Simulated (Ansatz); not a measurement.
# CH₄F₂O₂Si: a ladder of functionals and wavefunction methods

How much do the methods differ for CH₄F₂O₂Si? The plan is to run it at one geometry with functionals of several rungs and with coupled cluster. The yardstick is the atomisation energy at the CCSD(T) limit.

Computed with Ansatz 0.2.0, Gaussian basis. Level: functionals in def2-TZVPP, the program's frozen cores in correlated methods.

Levels to be run: LDA (SPW92), PBE-D4, revPBE-D4, BLYP-D4, r2SCAN-D4, B97M-V, PBE0-D4, B3LYP-D4, r2SCANh-D4, r2SCAN0-D4, HSE06-D4, BHLYP-D4, CAM-B3LYP-D4, LC-ωPBE, ωB97X-V, ωB97M-V, B2PLYP, PBE-QIDH; CCSD(T)/def2-SVP; CCSD(T)/def2-TZVPP; MP2/def2-QZVPP; extrapolation to the limit; RPA on PBE.

## (1) The relaxed structure

The geometry comes from an earlier relaxation with PBE0-D4 in a triple-zeta def2 set; it is a stationary point, not always the lowest conformer.

SMILES `CO[Si](O)(F)F`, 10 atoms, charge 0, spin multiplicity 1.

Atoms are counted from 1 here; the program's logs count them from 0.

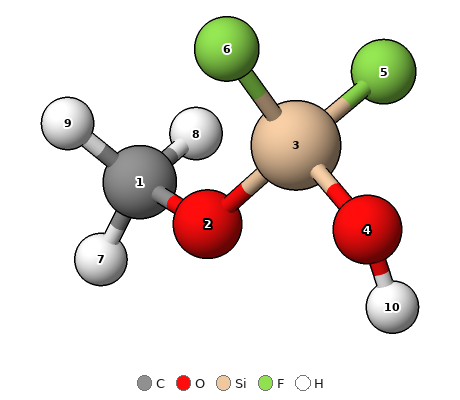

The geometry (carbon grey, oxygen red, silicon light orange, fluorine green, hydrogen white); atoms are numbered from 1 in the order of the file.

## (2) LDA

This LDA is Slater exchange with PW92 correlation.

in.yaml

```yaml
crystal:
  periodic: [false, false, false]
  atoms:
    - {symbol: C, position_ang: [-0.498103, -1.207631, 0.972187]}
    - {symbol: O, position_ang: [0.459603, -0.388882, 0.326803]}
    - {symbol: Si, position_ang: [0.143359, 0.911842, -0.565988]}
    - {symbol: O, position_ang: [1.489688, 1.456325, -1.260073]}
    - {symbol: F, position_ang: [-0.972106, 0.558318, -1.632242]}
    - {symbol: F, position_ang: [-0.454132, 2.093083, 0.289545]}
    - {symbol: H, position_ang: [0.017663, -2.088693, 1.354240]}
    - {symbol: H, position_ang: [-1.278813, -1.527732, 0.276567]}
    - {symbol: H, position_ang: [-0.959402, -0.677613, 1.809788]}
    - {symbol: H, position_ang: [2.135341, 0.819685, -1.567825]}
basis:
  gaussian: {orbitals: def2-TZVPP}
hamiltonian: {xc: lda}
output: {orbitals: {seedname: orbitals}}
```

Command:

```bash
$ ansatz run in.yaml --threads 4 --pin off --events-out ev --progress --plain --max-ram 10444MiB
```

After this run come: PBE-D4 (GGA); revPBE-D4 (GGA); BLYP-D4 (GGA); r2SCAN-D4 (meta-GGA); B97M-V (meta-GGA); PBE0-D4 (hybrid); B3LYP-D4 (hybrid); r2SCANh-D4 (hybrid); r2SCAN0-D4 (hybrid); HSE06-D4 (hybrid); BHLYP-D4 (hybrid); CAM-B3LYP-D4 (range-separated); LC-ωPBE (range-separated); ωB97X-V (range-separated); ωB97M-V (range-separated); B2PLYP (double hybrid); PBE-QIDH (double hybrid); CCSD(T) in def2-SVP; CCSD(T) in def2-TZVPP; MP2 in def2-QZVPP; RPA on PBE orbitals.

Q: Predict the results of all the runs planned. Wanted: atomisation energy, CCSD(T)/CBS; farthest beyond LDA; mean size of error, GGA; mean size of error, meta-GGA; mean size of error, hybrid; mean size of error, range-separated; mean size of error, double hybrid; gap, smallest and largest; T1 diagnostic.

The runs gave:

```
                               quantity                                  value
        atomisation energy, CCSD(T)/CBS                        1022.3 kcal/mol
functionals within 5.1 kcal/mol (0.5 %)       r2SCAN-D4, CAM-B3LYP-D4, ωB97M-V
                    farthest beyond LDA              BHLYP-D4 (-48.0 kcal/mol)
                mean size of error, GGA                          13.7 kcal/mol
           mean size of error, meta-GGA                           6.3 kcal/mol
             mean size of error, hybrid                          22.7 kcal/mol
    mean size of error, range-separated                           5.5 kcal/mol
      mean size of error, double hybrid                          17.1 kcal/mol
              gap, smallest and largest  6.90 eV (BLYP-D4), 14.72 eV (LC-ωPBE)
                          T1 diagnostic                                 0.0111
triples share of the correlation energy                                  3.1 %
```

LDA overbinds by 146.2 kcal/mol (14 %). PBE-D4 is off by +6.7 kcal/mol. Double hybrids carry the basis error of their MP2 part in triple zeta, and no dispersion term here, so their miss is partly the set-up's. Taken by rung, range-separated functionals do best (5.5 kcal/mol on average) and hybrid ones worst beyond LDA (22.7 kcal/mol). The gap between the best rungs is small, so their order is not settled. The mean of the hybrids holds BHLYP, with half exact exchange. Misses under about 5.1 kcal/mol are within the doubt on the reference itself, which lacks core-valence correlation, relativity and higher excitations. Hartree-Fock recovers 72 % of the binding; the rest is correlation. CCSD(T) in def2-SVP is off by -82.9 kcal/mol, worse than the median functional, from the basis alone. The gap grows from 6.9 to 14.7 eV across the functionals, mostly with the share of exact exchange.
